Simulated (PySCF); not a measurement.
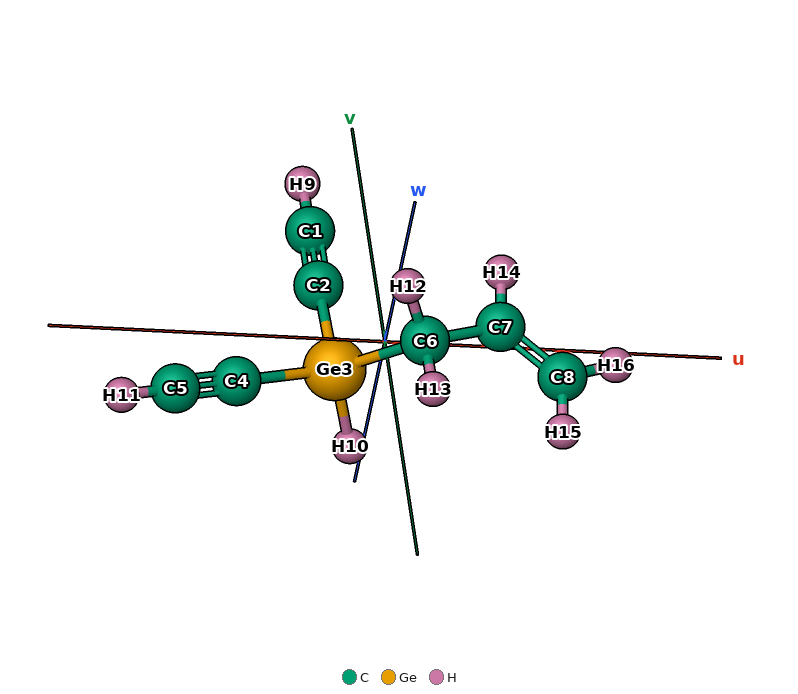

The lines u, v and w are the principal axes of the static dipole polarisability. The computed structure is the end point of a GFN2-xTB optimisation. No frequency run is at hand to confirm it as a minimum. Method: CAM-B3LYP/def2-SVPD (PySCF 2.14.0).

Question. Along which axis is the molecule most polarisable, and along which least?

Answer. Most along u (close to the long direction C5···C8), least along w.

Question. Give the three principal values.

Answer. u 132.9, v 112.7, w 80.1 bohr³; mean 108.6, anisotropy 46.1 bohr³.

The geometry is semi-empirical. Around Ge such bond lengths and angles can be off by a tenth of an ångström or more and by several degrees, and values that hang on the shape move with them.
